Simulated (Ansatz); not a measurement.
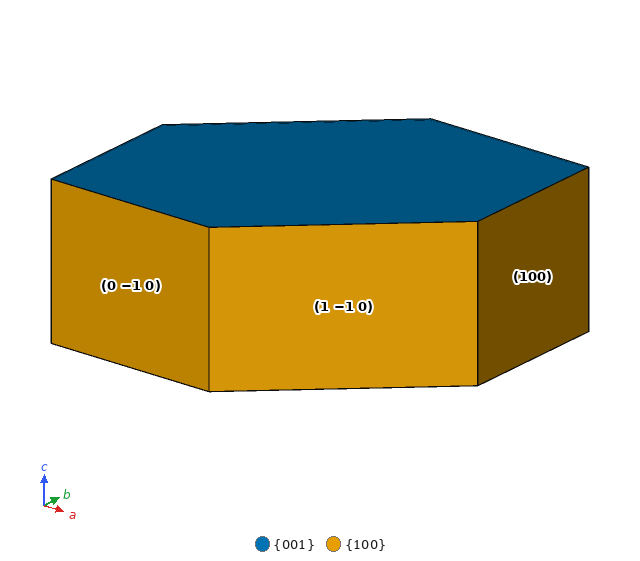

Sc₃S, space group P-3m1 (No. 164), a = 3.485 Å, b = 3.485 Å, c = 8.381 Å, α = 90.00°, β = 90.00°, γ = 120.00°. The shape was computed with the Donnay–Harker form of the Bravais–Friedel law: planes with larger spacing d grow more slowly and so show as larger faces; centring, glide planes and screw axes halve or divide d. The structure is the input geometry of an electronic-structure calculation and need not be at equilibrium. It was generated, so it need not be a known form of this composition. Forms under 0.4 % of the area are left out.

How many faces does the whole crystal have, by form?

8 faces: 2 of {001} and 6 of {100}.

Which form makes up most of the surface, and how much?

{001}, with 2 faces and about 58 % of the area; its spacing is d = 8.381 Å.

Describe the habit.

It is plate-like. Widths along a, b and c stand as 1.00 : 1.00 : 0.31.

List the forms with their spacings and shares.

```csv
form,faces,d (Å),share of area (%)
{001},2,8.381,58.1
{100},6,3.018,41.9
```
